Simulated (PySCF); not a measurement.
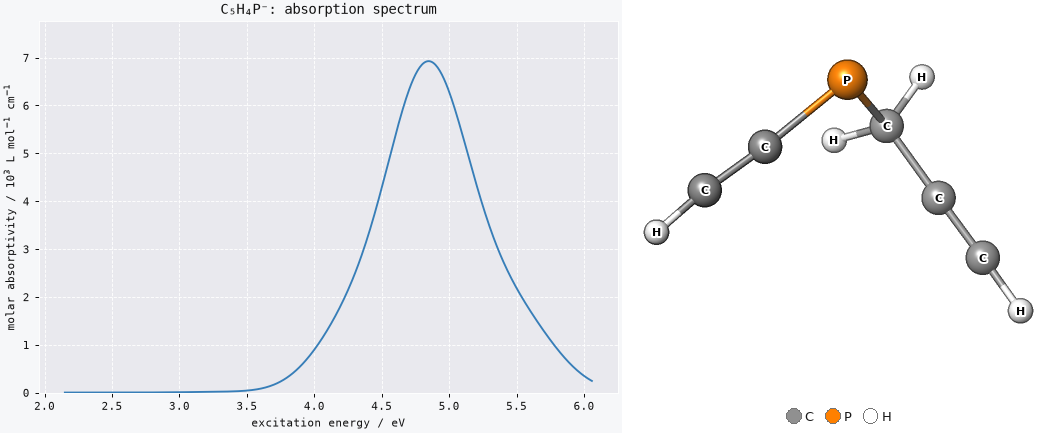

Computed absorption of C₅H₄P⁻, SMILES C#CC[P-]C#C. Vertical TDDFT excitations, ωB97X-D/def2-SVPD (IEF-PCM acetonitrile) with PySCF 2.14.0, at a PBE0-D3(BJ)/def2-SVP geometry (no frequency check). The lowest 6 singlet states are shown; each is broadened by a Gaussian of 1/e half-width 0.40 eV.

### Which of the computed transitions is the brightest, and what character does the calculation give it?

S3 at 4.81 eV (258 nm), f = 0.143, mainly HOMO → LUMO+2 (71 %).

### Does any vertical transition fall in the visible?

No singlet lies below 3.1 eV (beyond 400 nm), so at this level no vertical transition falls in the visible.

### List the transitions behind the spectrum.

```tsv
state	E (eV)	λ (nm)	f	main character
S1	3.35	370	0.000	HOMO → LUMO (89 %)
S2	4.29	289	0.033	HOMO → LUMO+1 (83 %)
S3	4.81	258	0.143	HOMO → LUMO+2 (71 %)
S4	5.08	244	0.024	HOMO → LUMO+6 (42 %)
S5	5.25	236	0.017	HOMO → LUMO+3 (42 %)
S6	5.56	223	0.027	HOMO → LUMO+5 (51 %)
```

Caveats: one conformer of a flexible molecule; core orbitals are frozen in the response.
